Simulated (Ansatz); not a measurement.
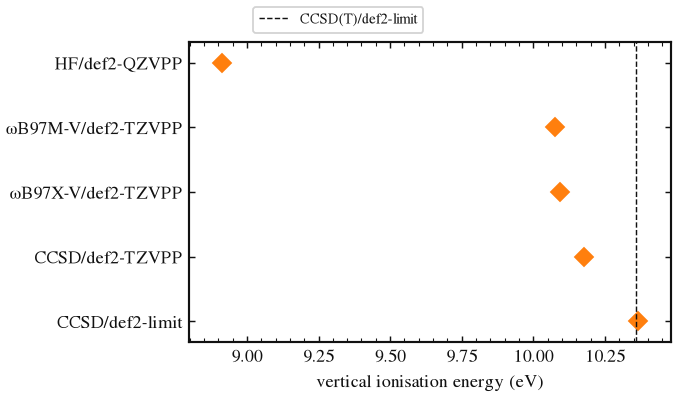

Vertical ionisation energy of C₆H₁₂O₃, SMILES CCO[C@@H](C)OC(C)=O, taken as the energy of the cation less that of the neutral at fixed geometry (unrestricted doublet cation, cores frozen in correlated methods, no spin-orbit coupling), the Ansatz code 0.2.0, at a PBE0-D4/def2-TZVP geometry (no frequency check). Limit means an estimate of the basis limit from triple and quadruple zeta; for coupled cluster it is either extrapolated directly or built as the MP2 limit plus the step from MP2 in triple zeta. The distance of CCSD/def2-TZVPP to the limit includes basis error.

What range do the values span, the line included?

Answer. From 8.91 eV (HF/def2-QZVPP) to 10.37 eV (CCSD/def2-limit).

Which level comes closest to the line (CCSD(T)/def2-limit), and which misses most?

Answer. Closest CCSD/def2-limit (10.37 eV), against 10.36 eV; farthest HF/def2-QZVPP (8.91 eV).

Caveats, for all or some of the runs: one conformer of a flexible molecule.
